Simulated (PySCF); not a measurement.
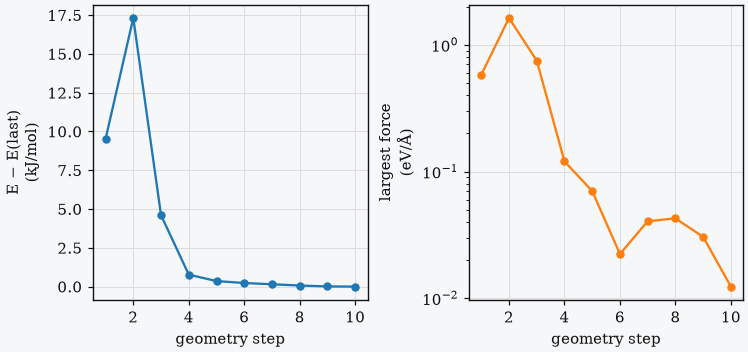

History of a geometry optimisation. The run: an isomer of formula C2H6BCl3Se, by PBE0-D3(BJ)/def2-SVP, geometry optimisation (PySCF 2.14.0, density fitting).

The optimisation met its thresholds at geometry 10, counting the start as the first. The energy fell by about 9.5 kJ/mol from the first step to the last, with a rise at step 2. The largest force goes from about 0.58 eV/Å at the start to 0.012 eV/Å at the end, with a peak of 1.6 eV/Å at step 2.
